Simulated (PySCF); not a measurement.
Al$_{2}$H$_{5}$NO$_{4}$

Input file:

```
{"job": {"kind": "uv", "xc": "B3LYP", "basis": "def2-SVPD", "ip": false, "nstates": 15}, "charge": 0, "multiplicity": 1}
Al     0.329792     0.855920     0.806470
O     -0.856633     1.852312     1.552598
O      1.803010     0.826605     1.692725
N      0.326885     0.626366    -1.048069
Al    -0.338397    -0.977993    -1.032915
O     -0.393146    -0.978235     0.736805
O     -0.878187    -2.331678    -1.877106
H     -1.502106     2.336659     1.039120
H      2.609948     0.478342     1.314455
H      0.632482     1.265093    -1.767359
H     -0.714606    -1.528882     1.451409
H     -0.903562    -2.507259    -2.817133
```

Run with:

```sh
OMP_NUM_THREADS=1 python probes_run.py task.json out
```

Geometry: PBE0-D3(BJ)/def2-SVP.

Theory: B3LYP/def2-SVPD, SCF density, gas phase (PySCF).

### Predict the electron density and electron localisation function between the atoms.

Al–O (1.68 Å): ρ at the midpoint is about 0.87 e/Å³; the ELF peaks at about 0.85 in the valence shell of O, 0.6 Å from its nucleus, and is about 0.40 at the midpoint.
Al–N (1.74 Å): ρ at the midpoint is about 0.88 e/Å³; the ELF peaks at about 0.85 in the valence shell of N, 0.7 Å from its nucleus, and is about 0.55 at the midpoint.
O–H (0.96 Å): ρ at the midpoint is about 3.7 e/Å³; the ELF climbs to about 1 towards the hydrogen, as it does in any bond to H (an ordinary covalent bond to hydrogen).
Al–O (1.77 Å): ρ is about 0.7 e/Å³ halfway; the ELF peaks at about 0.90 in the valence shell of O, 0.6 Å from its nucleus, and is about 0.35 at the midpoint.

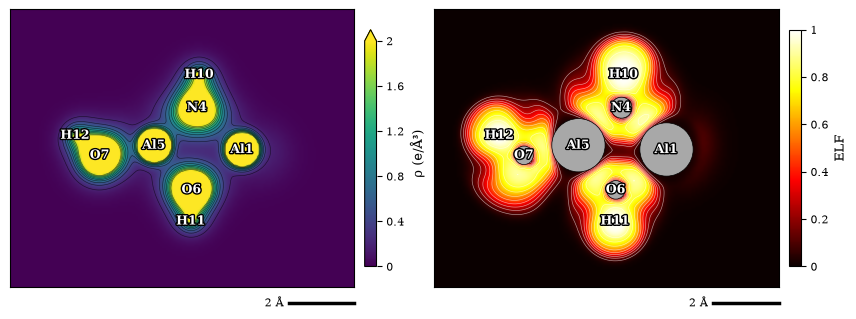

Computed electron density and electron localisation function on the plane of atoms N4, Al1 and O6, in this order. Grey discs cover the atomic cores in the ELF map. 
